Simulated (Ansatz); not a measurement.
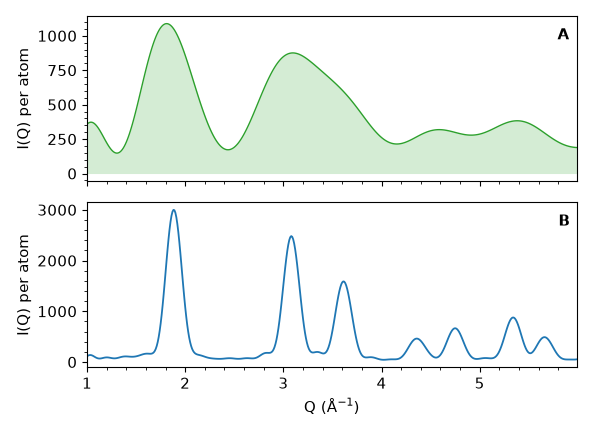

X-ray scattering of spheres cut from the crystal structure of Ge (Fd-3m, a = 5.761 Å, b = 5.761 Å, c = 5.761 Å, α = 90.00°, β = 90.00°, γ = 90.00°), calculated atom by atom with the Debye equation (B = 0.5 Å², no relaxation of the surface). It is based on the input geometry of an electronic-structure calculation (not necessarily at equilibrium).

Question: The spheres are 10 and 36 Å across. Which curve is which?

Answer: curve A: 10 Å (29 atoms); curve B: 36 Å (1063 atoms). Peak widths go roughly as 2π/D, so the largest sphere has the sharpest peaks.

Question: Index the main peaks of the largest sphere.

Answer: Q ≈ 1.88 Å⁻¹: 111; Q ≈ 3.08 Å⁻¹: 220; Q ≈ 3.61 Å⁻¹: 311; Q ≈ 4.36 Å⁻¹: 400; Q ≈ 4.75 Å⁻¹: 331; Q ≈ 5.34 Å⁻¹: 422.
